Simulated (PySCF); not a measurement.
Input

```
{"job": {"kind": "nmr", "xc": "PBE0", "basis": "pcSseg-1"}, "charge": 0, "multiplicity": 1}
C     -1.248950    -1.088086    -1.176238
C     -1.206409    -0.012025    -0.377775
C     -2.277303     1.038464    -0.423389
C     -0.097586     0.255583     0.604285
C      0.761093    -0.968437     0.996582
Si     2.194867    -1.148496    -0.235573
O      2.302610     0.435271    -0.785435
Si     1.139451     1.487856    -0.196789
H     -0.489097    -1.871565    -1.146138
H     -2.061294    -1.219253    -1.895484
H     -2.798888     1.100605     0.546734
H     -1.851116     2.037638    -0.616132
H     -3.021847     0.830032    -1.203558
H     -0.536186     0.718386     1.505828
H      1.220013    -0.787929     1.983518
H      0.140474    -1.873715     1.100672
H      1.941847    -2.081760    -1.372041
H      3.468801    -1.553320     0.428679
H      0.549618     2.287788    -1.306499
H      1.745249     2.412710     0.810177
```

Command:

```sh
OMP_NUM_THREADS=1 python probes_run.py task.json out
```

Geometry: PBE0-D3(BJ)/def2-SVP.

Level of theory: PBE0/pcSseg-1, SCF density, gas phase, non-relativistic in PySCF.

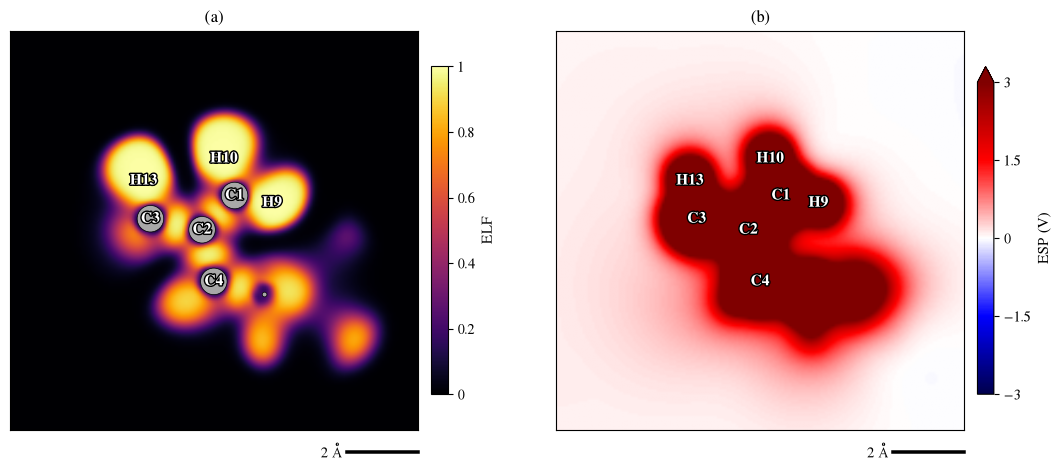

C5H12OSi2 (SMILES C=C(C)[C@H]1C[SiH2]O[SiH2]1). (a) electron localisation function; (b) electrostatic potential on the plane of atoms C2, C1 and H9. Grey discs cover the atomic cores in the ELF map.

Question: Interpret the plot.

Answer: Atoms in the plane: C and H. C–C (1.34 Å): the ELF peaks at about 0.90 between the atoms: a multiple bond. C–H (1.09 Å): the ELF climbs to about 1 towards the hydrogen, as it does in any bond to H: an ordinary covalent bond to hydrogen. C–C (1.50 Å): the ELF peaks at about 0.95 between the atoms; a shared electron pair. The potential has no marked negative region in this plane.
